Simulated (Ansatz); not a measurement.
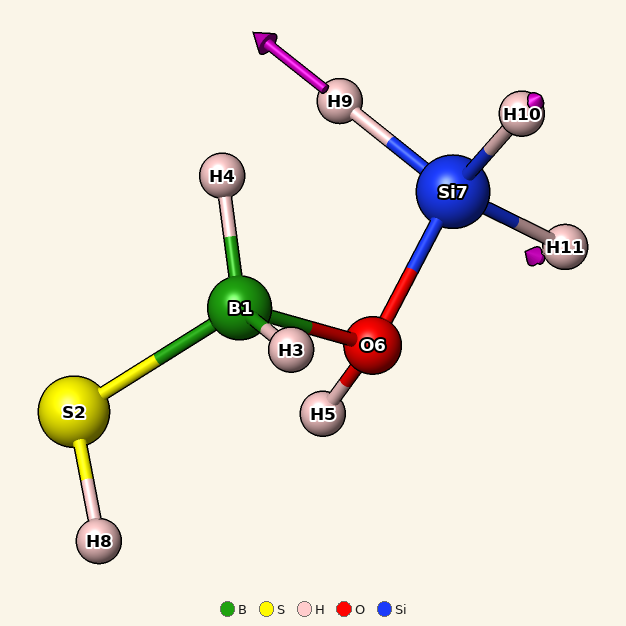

The arrows show one normal mode. Harmonic vibrations computed with RKS PBE0-D4/def2-TZVP (Ansatz 0.2.0) at a stationary point of the same level.

Describe the motion.

Mostly Si–H stretching.

Estimate its harmonic wavenumber.

2275 cm⁻¹; it is mode 22 of 27 counted from the lowest.
